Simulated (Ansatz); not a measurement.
# Fields on a plane of CoSi (FeSi type, space group P2_13)

```
CoSi
1.0
    4.38307     0.00000     0.00000
    0.00000     4.38307     0.00000
    0.00000     0.00000     4.38307
Co Si
4 4
Direct
  0.14563   0.14563   0.14563
  0.64563   0.35437   0.85437
  0.85437   0.64563   0.35437
  0.35437   0.85437   0.64563
  0.84366   0.84366   0.84366
  0.34366   0.65634   0.15634
  0.15634   0.34366   0.65634
  0.65634   0.15634   0.34366
```

The slice is a {210} plane (indices of the conventional cell) through the point (0.344, 0.656, 0.156) (fractional), spanned by u = [100] and v = [021] in vectors of this cell: u (4.38 Å) and v (9.80 Å, at 90° to u). It covers one period; positions are fractions (u, v).

Atoms on it: Si at (0.00, 0.00); Si at (0.31, 0.24), 0.2 Å off the plane. Other atoms lie within 1 Å of the plane.

Calculation: r2SCAN (plane waves to 500 eV, PAW, scalar-relativistic; Ansatz, a quantum-chemistry and plane-wave program). k mesh 11×11×11. Inside the PAW spheres the values are not all-electron values, and peaks at nuclei hang on which shells count as valence. At this level the bands of CoSi touch or barely overlap. CoSi is run without spin polarisation. CoSi was relaxed with its symmetry unable to fall.

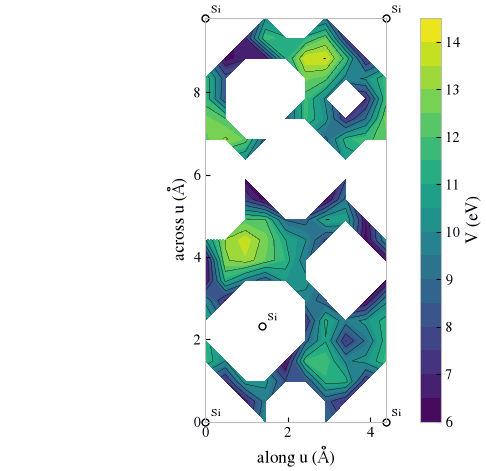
Figure. Electrostatic potential energy of an electron, from the cell's mean, in eV, one period of the plane, atoms marked. Points within 1 Å of a nucleus are left white, as the pseudised field means little there. Values under 6 eV are set to 6. The zero, the cell's mean, hangs on the PAW cores.

| v \ u | 0.00 | 0.11 | 0.22 | 0.33 | 0.44 | 0.56 | 0.67 | 0.78 | 0.89 |
|---|---|---|---|---|---|---|---|---|---|
| 0.90 | 0.64 | 0.54 | 0.23 | 0.15 | 0.20 | 0.26 | 0.26 | 0.40 | 0.60 |
| 0.75 | 0.33 | 0.20 | 0.14 | 0.20 | 0.27 | 0.44 | 0.33 | 0.24 | 0.25 |
| 0.60 | x | 0.33 | 0.33 | 0.65 | x | x | 0.66 | 0.38 | 0.24 |
| 0.45 | 0.49 | 0.30 | 0.26 | 0.29 | 0.25 | 0.29 | 0.53 | 0.64 | 0.66 |
| 0.30 | 0.48 | 0.48 | 0.48 | 0.52 | 0.60 | 0.51 | 0.56 | 0.68 | 0.63 |
| 0.15 | 0.42 | 0.52 | 0.57 | 0.63 | 0.65 | 0.46 | 0.25 | 0.15 | 0.24 |
| 0.00 | x | x | 0.65 | 0.31 | 0.17 | 0.19 | 0.29 | 0.63 | x |

Values: electron localisation function (ELF). Points within 0.5 Å of a nucleus are blanked (x), as the pseudised field means little there.
